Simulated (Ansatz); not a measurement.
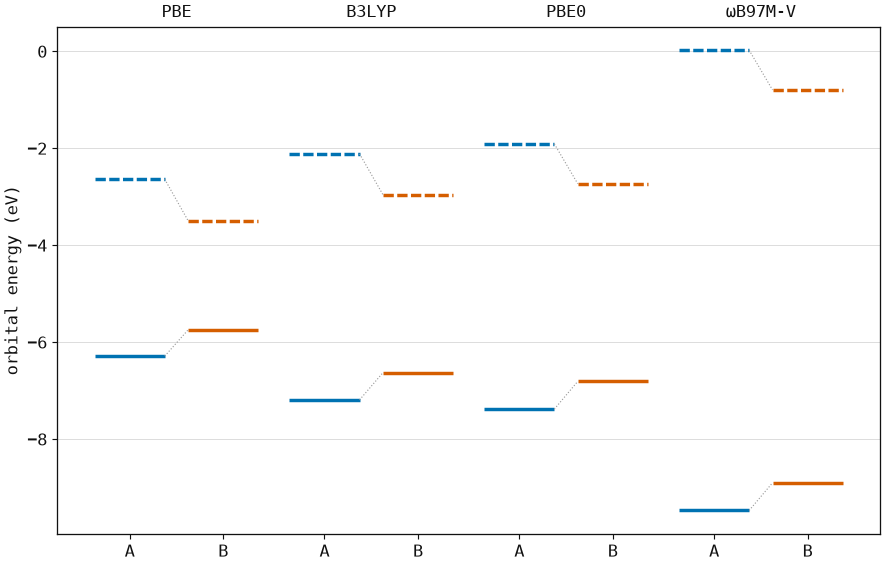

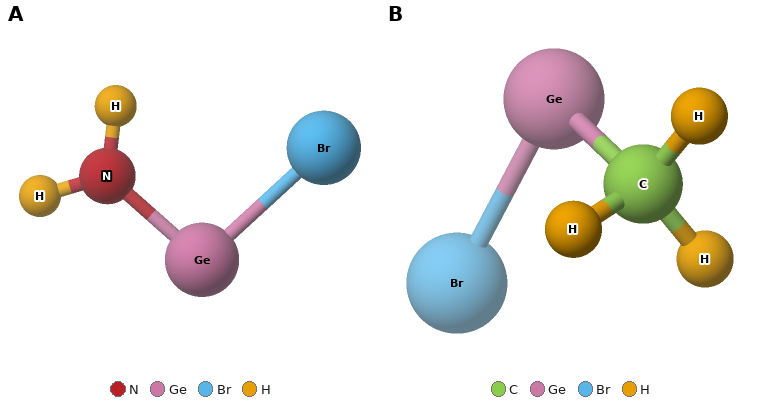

One change: A, GeNH₂Br (SMILES [NH2][Ge][Br]), becomes B, CH₃BrGe (SMILES [CH3][Ge][Br]). NH₂ on Ge is replaced by CH₃. HOMO (solid) and LUMO (dashed) computed in def2-TZVPP at PBE0-D4/def2-TZVP geometries, both minima by their frequencies, gas phase, the Ansatz code 0.2.0. Empty levels above zero depend strongly on the basis.

What does the change do to HOMO and LUMO?

PBE: the HOMO rises by 0.54 eV, the LUMO falls by 0.86 eV, and the separation goes from 3.65 to 2.25 eV. B3LYP: the HOMO rises by 0.56 eV, the LUMO falls by 0.84 eV, and the separation goes from 5.08 to 3.67 eV. PBE0: the HOMO rises by 0.57 eV, the LUMO falls by 0.82 eV, and the separation goes from 5.47 to 4.08 eV. ωB97M-V: the HOMO rises by 0.57 eV, the LUMO falls by 0.82 eV, and the separation goes from 9.50 to 8.11 eV.

Do the functionals agree on the effect?

They agree on the direction for both levels; the HOMO shift lies between 0.54 and 0.57 eV and the LUMO shift between −0.86 and −0.82 eV, while the separations themselves differ by up to 5.9 eV between functionals.
